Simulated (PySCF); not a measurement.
**C4H15BN2Si: density, localisation and related maps**

```csv
atom,x (Å),y (Å),z (Å)
C,-2.4052,1.2413,-0.6103
N,-2.3301,0.1204,-0.0522
C,-1.5621,-0.0738,1.1358
B,-0.3641,-1.1481,0.7650
N,-1.2387,-2.2679,-0.0697
C,0.7127,-0.5494,-0.2857
Si,1.8202,0.8268,0.3949
C,2.9752,1.4604,-0.9812
H,-1.9559,2.1566,-0.2152
H,-2.9462,1.3252,-1.5441
H,-2.2334,-0.5248,1.8728
H,-1.1818,0.8677,1.5494
H,0.1117,-1.6703,1.7206
H,-1.9507,-1.6473,-0.4859
H,-1.6809,-2.9448,0.5411
H,-0.6888,-2.7382,-0.7794
H,0.1982,-0.1657,-1.1727
H,1.3680,-1.3494,-0.6457
H,2.6477,0.3366,1.5079
H,1.0489,1.9852,0.8769
H,3.6375,0.6789,-1.3422
H,3.5971,2.2722,-0.6178
H,2.4160,1.8353,-1.8340
```

Geometry: GFN2-xTB.

All numbers below come from PySCF 2.14.0, PBE0/pcSseg-1, SCF density, gas phase, non-relativistic.

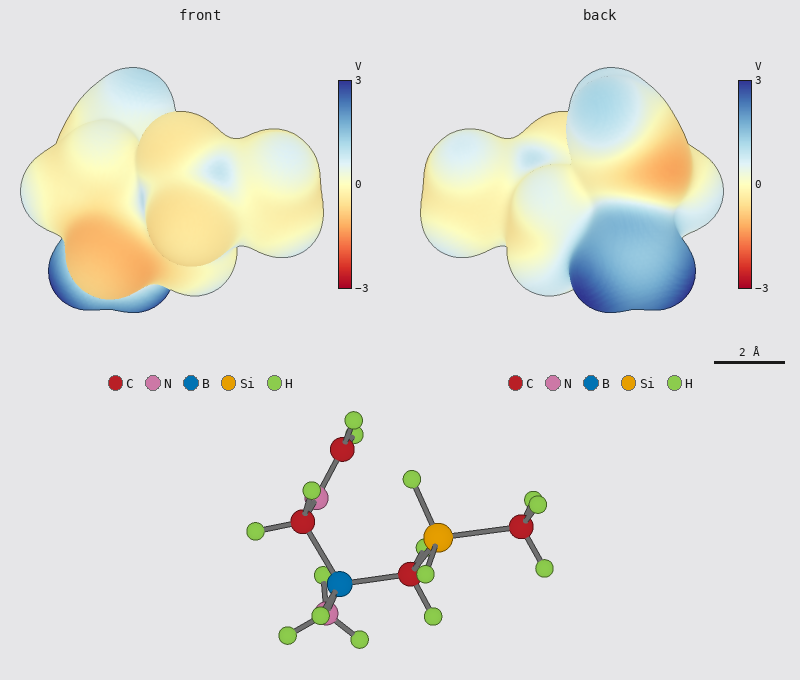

Figure 1. The electrostatic potential painted on the density surface at 0.004 e/bohr³, seen from the front and from behind; red is negative and blue positive. The bare structure is drawn below in the same view.

### Where is the surface potential most negative and most positive?

The most negative region (about −1.2 V) lies over N2 and H13, the most positive (about +2.9 V) over H15 and H16.

### How polar is the molecule by this calculation?

Its dipole moment is 3.95 D.

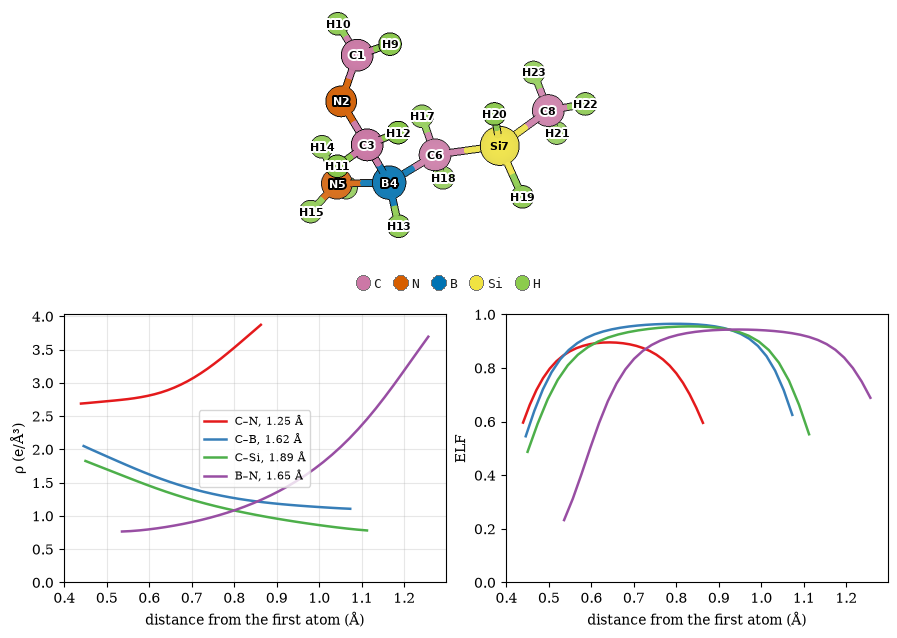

Figure 2. Electron density and ELF along straight lines between neighbouring atoms. The curves leave out the atomic cores. The structure is drawn too.

### Compare the contacts.

C–N (1.25 Å): ρ is about 2.9 e/Å³ halfway; the ELF peaks at about 0.90 between the atoms; a multiple bond.
C–B (1.62 Å): ρ at the midpoint is about 1.3 e/Å³; the ELF peaks at about 0.95 between the atoms; a shared electron pair.
C–Si (1.89 Å): ρ at the midpoint is about 0.91 e/Å³; the ELF peaks at about 0.95 between the atoms (a covalent bond).
B–N (1.65 Å): the density is about 1.1 e/Å³ at the midpoint; the ELF peaks at about 0.95 between the atoms: a shared but strongly polarised pair.
